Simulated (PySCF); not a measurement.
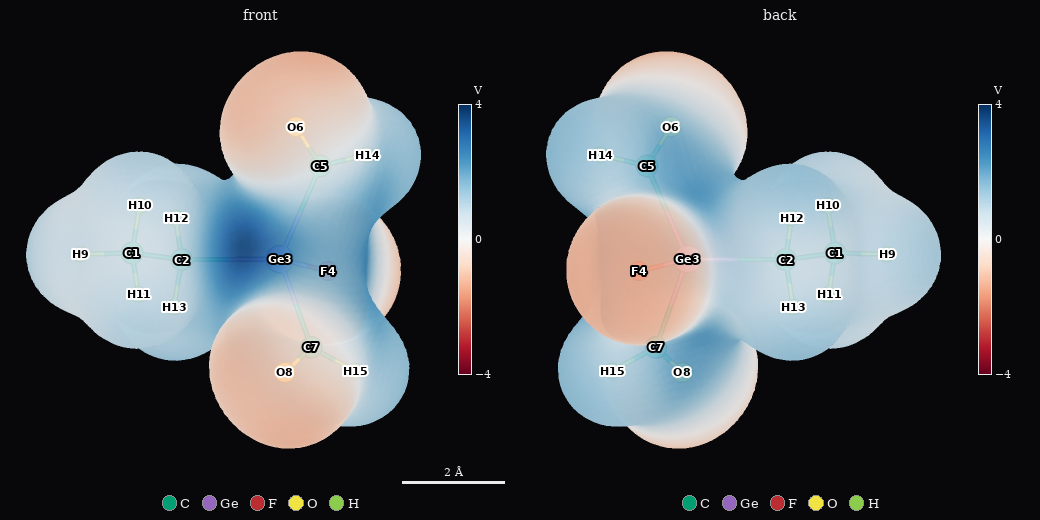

Figure. C4H7FGeO2 (SMILES C[CH2][Ge]([F])([CH]=O)[CH]=O). The molecular electrostatic potential painted on the density surface at 0.004 e/bohr³, seen from the front and from behind; red is negative and blue positive.

Geometry: GFN2-xTB.

Method: B3LYP/def2-SVPD, SCF density, gas phase (PySCF 2.14.0).

```yaml
atoms:
  - { symbol: C, position_ang: [-1.9666, -0.4070, 0.6488] }
  - { symbol: C, position_ang: [-1.1165, -0.5352, -0.6061] }
  - { symbol: Ge, position_ang: [0.7780, 0.1410, -0.3414] }
  - { symbol: F, position_ang: [1.5995, -0.1752, -1.9174] }
  - { symbol: C, position_ang: [1.0275, 2.1862, -0.3820] }
  - { symbol: O, position_ang: [0.4192, 2.9615, 0.2846] }
  - { symbol: C, position_ang: [1.9849, -1.0978, 0.7782] }
  - { symbol: O, position_ang: [1.7380, -1.4778, 1.8786] }
  - { symbol: H, position_ang: [-2.9668, -0.7954, 0.4631] }
  - { symbol: H, position_ang: [-2.0546, 0.6344, 0.9514] }
  - { symbol: H, position_ang: [-1.5279, -0.9675, 1.4719] }
  - { symbol: H, position_ang: [-1.5491, 0.0325, -1.4311] }
  - { symbol: H, position_ang: [-1.0342, -1.5775, -0.9181] }
  - { symbol: H, position_ang: [1.7759, 2.5051, -1.1306] }
  - { symbol: H, position_ang: [2.8883, -1.4196, 0.2281] }
```

**Describe the electrostatic potential map.**

The most negative region (about −1.4 V, or −32 kcal/mol for a unit charge) lies over F4, the most positive (about +3.4 V, or +78 kcal/mol for a unit charge) over Ge3.

**How polar is the molecule by this calculation?**

Its dipole moment is 1.05 D.
